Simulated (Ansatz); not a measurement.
**Fields on a plane of Mg3Sb2 (A-La2O3 type, space group P-3m1)**

```
CELL_PARAMETERS angstrom
      4.55062     0.00000     0.00000
     -2.27531     3.94095     0.00000
      0.00000     0.00000     7.18045
ATOMIC_POSITIONS crystal
  Sb 0.33333 0.66667 0.22415
  Sb 0.66667 0.33333 0.77585
  Mg 0.00000 0.00000 0.00000
  Mg 0.33333 0.66667 0.63260
  Mg 0.66667 0.33333 0.36740
```

The slice is a (0001) plane (indices of the conventional cell) through the point (0.667, 0.333, 0.776) (fractional), spanned by u = [110] and v = [1 -1 0] in vectors of this cell: u (4.55 Å) and v (7.88 Å, at 90° to u). It covers one period; positions are fractions (u, v).

Atoms on it: Sb at (0.00, 0.00); Sb at (0.50, 0.50).

All values below come from PBEsol (plane waves to 420 eV, PAW, scalar-relativistic; Ansatz, a first-principles code). k mesh 12×12×7. Near the nuclei the fields are pseudised (PAW); where an atom keeps semicore shells as valence, they peak there. Mg3Sb2 was relaxed with its symmetry unable to fall. Spin-orbit coupling is left out, though Sb is heavy. The PAW data are Ansatz's earlier set.

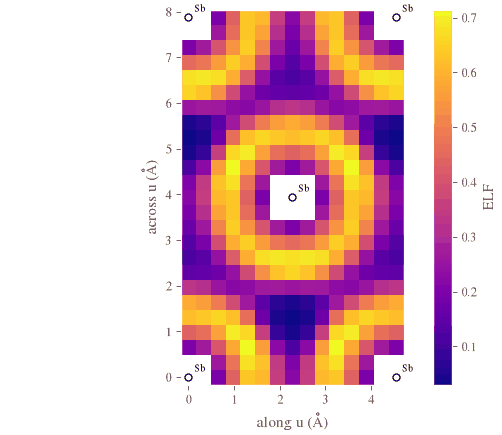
*Electron localisation function (ELF), one period of the plane, atoms marked. Points within 0.5 Å of a nucleus are left white, as the pseudised field means little there.*

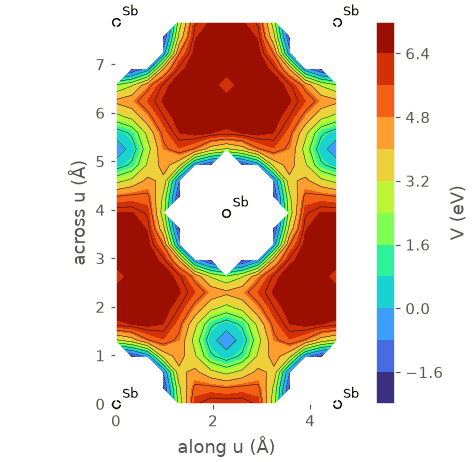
Figure. Electrostatic potential energy of an electron, from the cell's mean, in eV, one period of the plane, atoms marked. Points within 1 Å of a nucleus are left white, as the pseudised field means little there. Values under -2 eV are set to -2. The zero, the cell's mean, hangs on the PAW cores.
